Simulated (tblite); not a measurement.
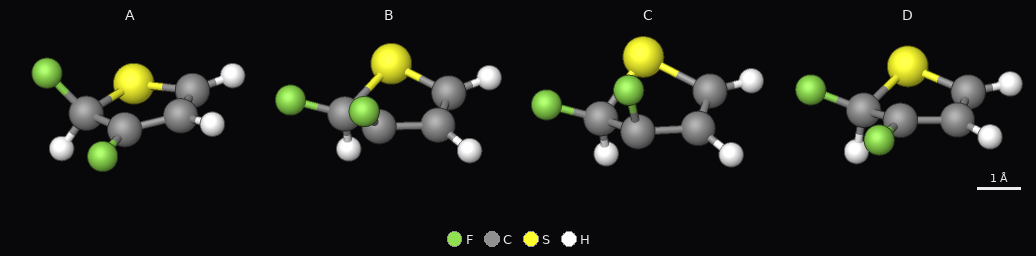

4 geometries from one relaxation of C4H3F2S (multiplicity 2), in shuffled order. The picture is a ball-and-stick view, seen from a free direction.

The calculation used tblite, GFN2-xTB geometry optimisation, gas phase. 

Q: Put them in the order of the run, from the start to the converged end.

A: C, B, D, A. They are steps 0, 10, 17, 47, at +174.4 kJ/mol, +82.7 kJ/mol, +26.6 kJ/mol relative to the last. Over 47 geometry steps the energy falls by 174.4 kJ/mol. The largest move after the best rigid fit is that of an F atom, 1.57 Å. By element the largest moves are F 1.57 Å, S 0.97 Å, H 0.84 Å, C 0.32 Å. Near-neighbour distances that change, for instance: C–C 1.463 → 1.367 Å, C–S 1.819 → 1.728 Å, C–F 1.408 → 1.341 Å, C–C 1.328 → 1.383 Å. Among the angles between lasting bonds that change: F–C–C 106.3° → 125.3°, F–C–C 108.9° → 118.5°, C–C–S 94.9° → 104.2°.
